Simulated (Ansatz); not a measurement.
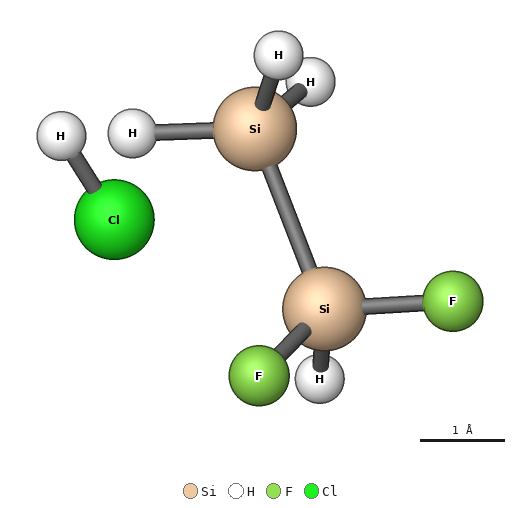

*The input geometry (ball-and-stick view, seen at a tilt).*

## Nudged elastic band of Si₂H₅ClF₂ (part 1 of 2)

Si₂H₅ClF₂, computed with RKS PBE0-D4/6-31G* (Ansatz 0.2.0).

It belongs to a series of runs on one base structure; here: band between the two ends.

## Input
```yaml
crystal:
  periodic: [false, false, false]
  atoms:
    - { symbol: Si, position_ang: [0.51722, -0.129966, 0.053913] }
    - { symbol: Si, position_ang: [0.284067, -0.146291, 2.377148] }
    - { symbol: H, position_ang: [-0.7293, -1.134509, 2.832254] }
    - { symbol: H, position_ang: [1.610273, -0.51878, 2.950471] }
    - { symbol: H, position_ang: [-0.073318, 1.214706, 2.862533] }
    - { symbol: H, position_ang: [1.679909, 0.669476, -0.419738] }
    - { symbol: F, position_ang: [-0.786796, 0.450156, -0.68557] }
    - { symbol: F, position_ang: [0.718161, -1.638371, -0.464015] }
    - { symbol: Cl, position_ang: [-3.157135, 0.631992, 1.222482] }
    - { symbol: H, position_ang: [-3.94408, 0.613488, 2.237323] }
basis:
  gaussian: { orbitals: "6-31G*" }
hamiltonian:
  xc: pbe0
  dispersion: d4
neb:
  order_check: false
  images: 9
  f_tol: 0.03
  max_iterations: 55
  final_atoms:
    - { symbol: Si, position_ang: [-0.54697758, 0.25984723, -0.67486741] }
    - { symbol: Si, position_ang: [-0.13278838, -0.25547782, 3.3074796] }
    - { symbol: H, position_ang: [-0.35792034, -0.55484685, 4.74627836] }
    - { symbol: H, position_ang: [0.90427664, -1.16721785, 2.75660007] }
    - { symbol: H, position_ang: [0.32393321, 1.153438, 3.15616371] }
    - { symbol: H, position_ang: [0.06414728, 1.13441354, 0.33401009] }
    - { symbol: F, position_ang: [0.17125001, 0.46176852, -2.07782946] }
    - { symbol: F, position_ang: [-0.37943278, -1.26410874, -0.25812725] }
    - { symbol: Cl, position_ang: [-2.5222543, 0.67635144, -0.87892509] }
    - { symbol: H, position_ang: [-1.40523276, -0.43226647, 2.55601837] }
  initial_path:
    images:
      - { positions_ang: [[0.51722, -0.129966, 0.053913], [0.284067, -0.146291, 2.377148], [-0.7293, -1.134509, 2.832254], [1.610273, -0.51878, 2.950471], [-0.073318, 1.214706, 2.862533], [1.679909, 0.669476, -0.419738], [-0.786796, 0.450156, -0.68557], [0.718161, -1.638371, -0.464015], [-3.157135, 0.631992, 1.222482], [-3.94408, 0.613488, 2.237323]] }
      - { positions_ang: [[0.42778526, -0.09633792, 0.04785014], [0.21060132, -0.09551658, 2.41933499], [-0.84858243, -1.01288719, 2.86968612], [1.49867697, -0.53644155, 2.99312843], [-0.07137226, 1.27090876, 2.89805398], [1.63375695, 0.59250519, -0.41336495], [-0.80442718, 0.59139071, -0.66721512], [0.49642164, -1.58889113, -0.47039101], [-2.97336829, 0.43184686, 1.11087837], [-3.45049098, 0.45532385, 2.17884005]] }
      - { positions_ang: [[0.33835052, -0.06270983, 0.04178728], [0.13713563, -0.04474217, 2.46152198], [-0.96786485, -0.89126538, 2.90711824], [1.38708094, -0.5541031, 3.03578586], [-0.06942653, 1.32711152, 2.93357496], [1.5876049, 0.51553438, -0.4069919], [-0.82205835, 0.73262543, -0.64886024], [0.27468227, -1.53941127, -0.47676702], [-2.78960158, 0.23170171, 0.99927474], [-2.95690196, 0.2971597, 2.1203571]] }
      - { positions_ang: [[0.24891579, -0.02908175, 0.03572442], [0.06366995, 0.00603225, 2.50370897], [-1.08714728, -0.76964356, 2.94455035], [1.27548492, -0.57176465, 3.0784433], [-0.06748079, 1.38331428, 2.96909594], [1.54145285, 0.43856357, -0.40061885], [-0.83968953, 0.87386014, -0.63050536], [0.05294291, -1.4899314, -0.48314303], [-2.60583487, 0.03155657, 0.88767111], [-2.46331294, 0.13899555, 2.06187415]] }
      - { positions_ang: [[0.15948105, 0.00454634, 0.02966156], [-0.00979573, 0.05680666, 2.54589596], [-1.2064297, -0.64802175, 2.98198247], [1.16388889, -0.5894262, 3.12110073], [-0.06553506, 1.43951705, 3.00461692], [1.4953008, 0.36159276, -0.3942458], [-0.8573207, 1.01509486, -0.61215048], [-0.16879646, -1.44045154, -0.48951905], [-2.42206815, -0.16858858, 0.77606748], [-1.96972392, -0.0191686, 2.00339121]] }
      - { positions_ang: [[0.07004631, 0.03817442, 0.0235987], [-0.08326142, 0.10758108, 2.58808294], [-1.32571213, -0.52639994, 3.01941459], [1.05229286, -0.60708775, 3.16375816], [-0.06358932, 1.49571981, 3.0401379], [1.44914875, 0.28462195, -0.38787275], [-0.87495188, 1.15632957, -0.59379559], [-0.39053582, -1.39097167, -0.49589506], [-2.23830144, -0.36873372, 0.66446385], [-1.47613491, -0.17733275, 1.94490826]] }
      - { positions_ang: [[-0.05335847, 0.08250899, -0.11609452], [-0.09316681, 0.0349693, 2.73196228], [-1.13215377, -0.53208932, 3.36478734], [1.02268962, -0.71911377, 3.08232654], [0.01391518, 1.42726344, 3.06334306], [1.17214846, 0.45458027, -0.24349618], [-0.6657115, 1.01741736, -0.89060237], [-0.38831522, -1.36559908, -0.44834149], [-2.29509201, -0.15971669, 0.35578606], [-1.46195448, -0.22831949, 2.06713028]] }
      - { positions_ang: [[-0.17676325, 0.12684355, -0.25578774], [-0.1030722, -0.03764248, 2.87584161], [-0.93859541, -0.5377787, 3.7101601], [0.99308637, -0.83113979, 3.00089492], [0.09141969, 1.35880708, 3.08654822], [0.89514816, 0.62453859, -0.09911961], [-0.45647112, 0.87850515, -1.18740914], [-0.38609461, -1.3402265, -0.40078793], [-2.35188259, 0.04930034, 0.04710827], [-1.44777405, -0.27930624, 2.1893523]] }
      - { positions_ang: [[-0.30016802, 0.17117811, -0.39548096], [-0.11297759, -0.11025426, 3.01972094], [-0.74503706, -0.54346808, 4.05553285], [0.96348313, -0.94316581, 2.91946331], [0.1689242, 1.29035072, 3.10975338], [0.61814787, 0.7944969, 0.04525696], [-0.24723075, 0.73959294, -1.48421591], [-0.383874, -1.31485391, -0.35323437], [-2.40867316, 0.25831737, -0.26156952], [-1.43359362, -0.33029298, 2.31157433]] }
      - { positions_ang: [[-0.4235728, 0.21551267, -0.53517418], [-0.12288298, -0.18286604, 3.16360027], [-0.5514787, -0.54915747, 4.4009056], [0.93387989, -1.05519183, 2.83803169], [0.24642871, 1.22189436, 3.13295854], [0.34114757, 0.96445522, 0.18963352], [-0.03799037, 0.60068073, -1.78102268], [-0.38165339, -1.28948133, -0.30568081], [-2.46546373, 0.46733441, -0.5702473], [-1.41941319, -0.38127972, 2.43379635]] }
      - { positions_ang: [[-0.54697758, 0.25984723, -0.67486741], [-0.13278838, -0.25547782, 3.3074796], [-0.35792034, -0.55484685, 4.74627836], [0.90427664, -1.16721785, 2.75660007], [0.32393321, 1.153438, 3.15616371], [0.06414728, 1.13441354, 0.33401009], [0.17125001, 0.46176852, -2.07782946], [-0.37943278, -1.26410874, -0.25812725], [-2.5222543, 0.67635144, -0.87892509], [-1.40523276, -0.43226647, 2.55601837]] }
```

Machine: 2 threads of Arm Neoverse V2, 24 GiB of memory available, shared host.

Run as:
```bash
ansatz run input.yaml --threads 2 --pin off --max-ram 3072MiB --backend cpu --events-out ev --progress --plain --runs-dir out
```

## Output
```
Engine: ansatz 0.2.0, aarch64-unknown-linux-gnu
Functional definition: PBE0
  parameter a = 0.25
  parameter kappa = 0.804
  parameter beta = 0.06672455060314922
  exchange = (1 - a)*pbe_x(kappa = kappa, mu = beta*pi^2/3) + a*exact_x
  correlation = pbe_c(beta = beta)
979 factors; integrals over basis functions are off by at most 6.6e-4 eV
mean field evaluation 1: about -33776.2581 eV, gradient 3.7e1 eV
mean field evaluation 2: about -33774.0896 eV, gradient 5.5e1 eV
mean field evaluation 4: about -33778.4697 eV, gradient 8.6e-1 eV
mean field evaluation 8: about -33778.4928 eV, gradient 3.3e-2 eV
mean field -33778.49279079 eV, -1241.3367141769 hartree, gradient 2.8e-5 eV, S^2 0.000000; 0 other end points of the search recorded, 0 dependent functions left out
the calculation of the forces begins
reference -33778.49282281 eV, -1241.3367153534 hartree; 34, 34 occupied and 63, 63 virtual orbitals, 979 factors
979 factors; integrals over basis functions are off by at most 7.5e-4 eV
mean field evaluation 16: about -33775.3996 eV, gradient 5.4e1 eV
mean field -33779.63502672 eV, -1241.3786905730 hartree, gradient 1.9e-5 eV, S^2 0.000000; 0 other end points of the search recorded, 0 dependent functions left out
[... from here on the field's lines of each further geometry are left out, up to the last ...]
NEB iter   1: max|band force component| = 3.580e1 eV/Å  barrier→ = 10.5259 eV  barrier← = 11.6573 eV  Δτ_max = 0.2000 Å  (275 SCF iters)
NEB iter   2: max|band force component| = 1.110e1 eV/Å  barrier→ = 3.3894 eV  barrier← = 4.5207 eV  Δτ_max = 0.2000 Å  (272 SCF iters)
NEB iter   3: max|band force component| = 5.460e0 eV/Å  barrier→ = 2.1937 eV  barrier← = 3.3250 eV  Δτ_max = 0.2000 Å  (244 SCF iters)
NEB iter   4: max|band force component| = 2.957e0 eV/Å  barrier→ = 1.4833 eV  barrier← = 2.6147 eV  Δτ_max = 0.2000 Å  (248 SCF iters)
NEB iter   5: max|band force component| = 1.374e0 eV/Å  barrier→ = 1.3572 eV  barrier← = 2.4886 eV  Δτ_max = 0.1970 Å  (247 SCF iters)
NEB iter   6: max|band force component| = 1.109e0 eV/Å  barrier→ = 1.3167 eV  barrier← = 2.4481 eV  Δτ_max = 0.2000 Å  (241 SCF iters)
NEB iter   7: max|band force component| = 1.008e0 eV/Å  barrier→ = 1.1529 eV  barrier← = 2.2842 eV  Δτ_max = 0.1933 Å  (240 SCF iters)
NEB iter   8: max|band force component| = 6.039e-1 eV/Å  barrier→ = 1.1341 eV  barrier← = 2.2655 eV  Δτ_max = 0.2000 Å  (245 SCF iters)
NEB iter   9: max|band force component| = 1.485e0 eV/Å  barrier→ = 1.0542 eV  barrier← = 2.1855 eV  Δτ_max = 0.1011 Å  (248 SCF iters)
NEB iter  10: max|band force component| = 8.419e-1 eV/Å  barrier→ = 1.0770 eV  barrier← = 2.2083 eV  CI = image 5  Δτ_max = 0.2000 Å  (240 SCF iters)
NEB iter  11: max|band force component| = 9.898e-1 eV/Å  barrier→ = 1.4799 eV  barrier← = 2.6113 eV  CI = image 5  Δτ_max = 0.2000 Å  (242 SCF iters)
NEB iter  12: max|band force component| = 1.292e0 eV/Å  barrier→ = 1.7358 eV  barrier← = 2.8672 eV  CI = image 5  Δτ_max = 0.1000 Å  (246 SCF iters)
NEB iter  13: max|band force component| = 9.968e-1 eV/Å  barrier→ = 1.7253 eV  barrier← = 2.8567 eV  CI = image 5  Δτ_max = 0.0989 Å  (244 SCF iters)
NEB iter  14: max|band force component| = 5.772e-1 eV/Å  barrier→ = 1.7219 eV  barrier← = 2.8532 eV  CI = image 5  Δτ_max = 0.0639 Å  (234 SCF iters)
NEB iter  15: max|band force component| = 4.590e-1 eV/Å  barrier→ = 1.7208 eV  barrier← = 2.8521 eV  CI = image 5  Δτ_max = 0.0556 Å  (227 SCF iters)
NEB iter  16: max|band force component| = 2.403e-1 eV/Å  barrier→ = 1.7204 eV  barrier← = 2.8518 eV  CI = image 5  Δτ_max = 0.0553 Å  (225 SCF iters)
NEB iter  17: max|band force component| = 5.758e-2 eV/Å  barrier→ = 1.7203 eV  barrier← = 2.8516 eV  CI = image 5  Δτ_max = 0.0542 Å  (232 SCF iters)
NEB iter  18: max|band force component| = 6.469e-2 eV/Å  barrier→ = 1.7202 eV  barrier← = 2.8516 eV  CI = image 5  Δτ_max = 0.0273 Å  (218 SCF iters)
NEB iter  19: max|band force component| = 9.742e-2 eV/Å  barrier→ = 1.7202 eV  barrier← = 2.8515 eV  CI = image 5  Δτ_max = 0.0136 Å  (223 SCF iters)
NEB iter  20: max|band force component| = 3.938e-2 eV/Å  barrier→ = 1.7201 eV  barrier← = 2.8515 eV  CI = image 5  Δτ_max = 0.0272 Å  (197 SCF iters)
NEB iter  21: max|band force component| = 3.113e-2 eV/Å  barrier→ = 1.7201 eV  barrier← = 2.8515 eV  CI = image 5  Δτ_max = 0.0272 Å  (197 SCF iters)
the calculation of the forces begins
reference -33779.62832747 eV, -1241.3784443802 hartree; 34, 34 occupied and 63, 63 virtual orbitals, 979 factors
979 factors; integrals over basis functions are off by at most 6.9e-4 eV
mean field evaluation 1568: about -33776.7496 eV, gradient 5.7e-5 eV
mean field -33776.74956005 eV, -1241.2726516285 hartree, gradient 3.9e-5 eV, S^2 0.000000; 1 other end points of the search recorded, 0 dependent functions left out
the calculation of the forces begins
reference -33776.74959105 eV, -1241.2726527679 hartree; 34, 34 occupied and 63, 63 virtual orbitals, 979 factors
NEB iter  22: max|band force component| = 1.637e-2 eV/Å  barrier→ = 1.7201 eV  barrier← = 2.8515 eV  CI = image 5  Δτ_max = 0.0000 Å  (415 SCF iters)
```
